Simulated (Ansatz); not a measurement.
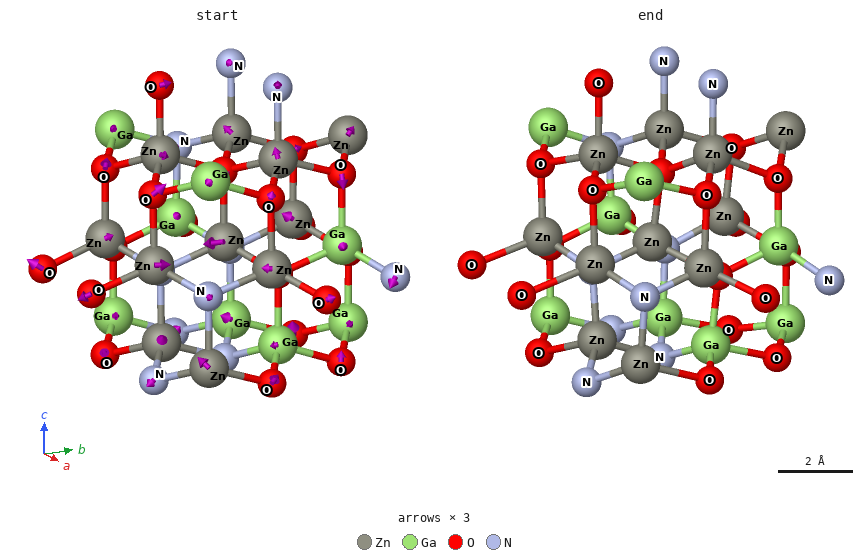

The structure of crystalline Zn30Ga18O30N18 (a generated structure) before (left) and after (right) a relaxation, at one scale. The purple arrows give the displacements (the part carried along by the change of the cell is left out), 3 times their true length.

The picture is a ball-and-stick view of the atoms within 5.0 Å of the atom that moves most (axes of the cell of the calculation), seen slightly off an axis.

The calculation used DFT, PBEsol, PAW, plane waves in Ansatz. Set-up: plane-wave cutoff 420 eV; k-point mesh 1 × 1 × 1; mesh shifted by (0.25, 0.25, 0.25); no spin polarisation; cell relaxed at fixed alpha, beta, gamma; force threshold 0.03 eV/Å; at most 80 steps.

Describe what moved and what it gained.

Answer. After 5 accepted moves (6 points after the start) the energy has fallen by 76.6 meV per atom. Largest force component: 3.5 eV/Å at the start, 0.019 eV/Å at the end. The pressure goes from 1.18 to 0.04 GPa. At 1 point the geometry stayed and the basis and grid were re-selected for the new cell (energy shift of 0.6 meV per atom at most each time). The largest move relative to the cell is that of a Zn atom, 0.22 Å along [−3 −2 −1]. Largest moves by element: Zn 0.22 Å, Ga 0.22 Å, O 0.19 Å, N 0.16 Å. The volume changes by +1.3 %, with a 9.636 → 9.690 Å (+0.6 %), b 11.127 → 11.161 Å (+0.3 %), c 10.407 → 10.448 Å (+0.4 %). Near-neighbour distances that change, for instance: O–Zn 1.948 → 2.223 Å, O–Zn 1.980 → 2.250 Å, O–Zn 1.972 → 2.161 Å, O–Zn 1.930 → 2.117 Å. Among the angles between lasting bonds that change: Zn–O–Zn 107.4° → 120.7°, N–Zn–N 105.9° → 117.2°, O–Zn–N 109.0° → 119.3°. The space group stays P1 (No. 1).
